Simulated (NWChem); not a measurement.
**CCSD(T)/def2-TZVPPD run of HBS (hydrogen boron sulfide)**

Aim: the energy change on altering one bond length of HBS (hydrogen boron sulfide) at CCSD(T)/def2-TZVPPD, from 2 runs. 

The results are computed with NWChem 7.3.0.

3 further runs of the same task are left out: 3 set aside as unsound or not needed. Runs told in other sessions of the task aren't counted.

## Step 1: Starting point

HBS: 3 atoms, total charge 0, spin state singlet. As SMILES, `B=S`. The shape is that of a PBE0-D4/def2-TZVP optimisation.

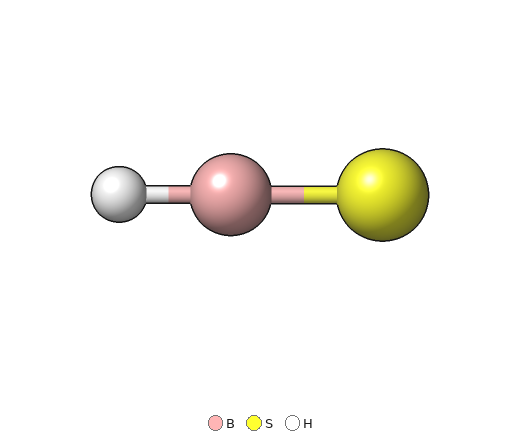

Viewed from a chosen angle; boron pink, sulfur yellow, hydrogen white.

## Step 2: The energy at CCSD(T)/def2-TZVPPD

input.xyz

```xyz
3

B     -0.038660    -0.014560     0.134750
S      0.399170     0.147640    -1.393290
H     -0.360510    -0.133080     1.258530
```

input.nw

```
start input
memory total 2200 mb
charge 0

geometry noautosym nocenter noautoz
   load input.xyz
end

basis spherical bse
   * library def2-TZVPPD
end

scf
   thresh 1e-08
   maxiter 80
end

ccsd
   freeze core 6
   maxiter 60
end

task ccsd(t)
```

The run is started by

```
$ nwchem input.nw > input.out
```

Log:

```text
[...]
  functions       =   105
[...]
  wavefunction    = RHF
[...]
         Total SCF energy =   -422.830447006825
      One-electron energy =   -646.442220245239
      Two-electron energy =    191.810686108020
 Nuclear repulsion energy =     31.801087130395
        Time for solution =     10.9s
[...]
 Total MP2 energy:           -423.093724153219796
[...]
             energy      energy      error      ampl     ampl      Block
                                                time     time      time
[...]
 Total CCSD energy:           -423.114563310374535
[...]
 Total CCSD+T(CCSD) energy:           -423.131499948526141
[...]
 Total CCSD(T) energy:                -423.130725419275734
[...]
```

Run time: 92 s. Hardware: 1 thread of Intel Xeon 6975P-C (Granite Rapids), shared host; peak memory 0.2 GiB.

## Step 3: The distorted shape, same level

nw.nw

```
start nw
memory 2200 mb

geometry noautosym nocenter noautoz
 B     0.009618    0.003218   -0.033820
 S     0.447448    0.165418   -1.561860
 H    -0.360510   -0.133080    1.258530
end

basis spherical bse
 * library def2-TZVPPD
end

scf
 thresh 1e-08
 maxiter 80
 print low
end

ccsd
 freeze core 6
 maxiter 60
end

task ccsd(t) energy
```

The run is started by

```
$ nwchem nw.nw > nw.out
```

Log:

```text
[...]
  functions       =   105
[...]
  wavefunction    = RHF
[...]
         Total SCF energy =   -422.816795435782
      One-electron energy =   -645.481813933704
      Two-electron energy =    191.340161418860
 Nuclear repulsion energy =     31.324857079062
        Time for solution =     10.6s
[...]
 Total MP2 energy:           -423.081249323146437
[...]
             energy      energy      error      ampl     ampl      Block
                                                time     time      time
[...]
 Total CCSD energy:           -423.102506243855657
[...]
 Total CCSD+T(CCSD) energy:           -423.119783917771997
[...]
 Total CCSD(T) energy:                -423.118980338420840
[...]
```

It took 92 s on 1 thread of Intel Xeon 6975P-C (Granite Rapids), shared host; peak memory 0.2 GiB.

## Step 4: What came out

Level: CCSD(T)/def2-TZVPPD, 6 core orbitals frozen.

| quantity | value |
| --- | --- |
| first shape: total energy | -423.13073 Eh |
| first shape: HOMO energy (Hartree–Fock orbitals) | -10.96 eV |
| first shape: LUMO energy (Hartree–Fock orbitals) | 1.11 eV |
| first shape: HOMO–LUMO gap (Hartree–Fock orbitals) | 12.08 eV |
| first shape: correlation energy (6 core orbitals frozen) | -300.3 mEh |
| first shape: (T) correction | -16.16 mEh |
| distorted shape: total energy | -423.11898 Eh |
| distorted shape: correlation energy (6 core orbitals frozen) | -302.2 mEh |
| distorted shape: (T) correction | -16.47 mEh |
| energy change with the B1–H3 bond stretched from 1.175 to 1.351 Å | 0.320 eV |

In words: With the B1–H3 bond stretched from 1.175 to 1.351 Å the energy rises by 0.32 eV (7.4 kcal/mol). The first shape isn't relaxed at this level, so the change isn't measured from a minimum. Mulliken charges (first shape) of the mean-field density run from -0.35 on S2 to +0.32 on B1; in a basis this large or diffuse they mean little. The triples (first shape) make up 5.4 % of the correlation energy. The triples (distorted shape) make up 5.5 % of the correlation energy.
